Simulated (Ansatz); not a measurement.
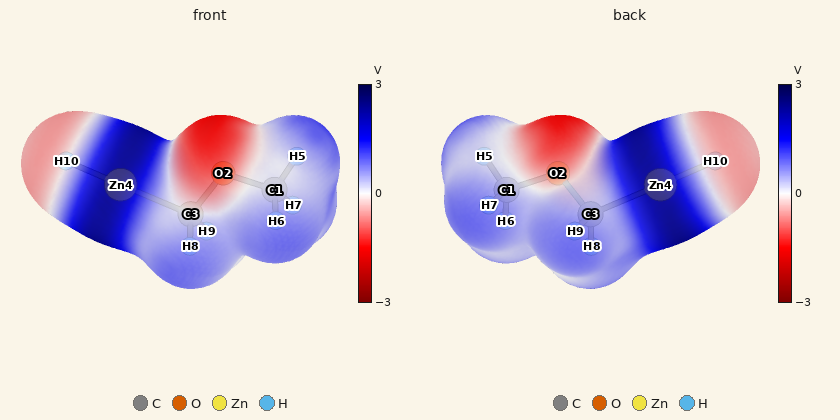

Figure. C$_{2}$H$_{6}$OZn (SMILES CO[CH2][ZnH]). The electrostatic potential painted on the density surface at 0.004 e/bohr³, seen from the front and from behind; the colour scale runs from red (negative) to blue (positive).

Geometry: PBE0-D4/def2-TZVP.

Method: RKS PBE0-D4/def2-TZVPP in Ansatz 0.2.0.

The calculation's input:

```
crystal:
  periodic: [false, false, false]
  atoms:
    - {symbol: C, position_ang: [-0.778691, 1.010622, 1.021982]}
    - {symbol: O, position_ang: [-0.365595, -0.247187, 0.565263]}
    - {symbol: C, position_ang: [0.426959, -0.163349, -0.606494]}
    - {symbol: Zn, position_ang: [0.918134, -1.996769, -1.109924]}
    - {symbol: H, position_ang: [-1.379432, 0.860924, 1.920831]}
    - {symbol: H, position_ang: [0.081726, 1.649351, 1.268582]}
    - {symbol: H, position_ang: [-1.386515, 1.530695, 0.267545]}
    - {symbol: H, position_ang: [1.318944, 0.457478, -0.421402]}
    - {symbol: H, position_ang: [-0.132699, 0.340428, -1.411672]}
    - {symbol: H, position_ang: [1.297169, -3.442194, -1.494703]}
basis:
  gaussian: {orbitals: def2-TZVPP}
hamiltonian: {xc: pbe0, dispersion: d4}
output: {orbitals: {seedname: orbitals}}
```

Launched as:

```sh
ansatz run in.yaml --threads 4 --pin off --events-out ev --progress --plain --max-ram 10444MiB
```

Describe the electrostatic potential map.

Answer. The most negative region (about −1.5 V, or −35 kcal/mol for a unit charge) lies over O2, the most positive (about +2.4 V, or +55 kcal/mol for a unit charge) over Zn4. O2 is the likeliest acceptor of a hydrogen bond.
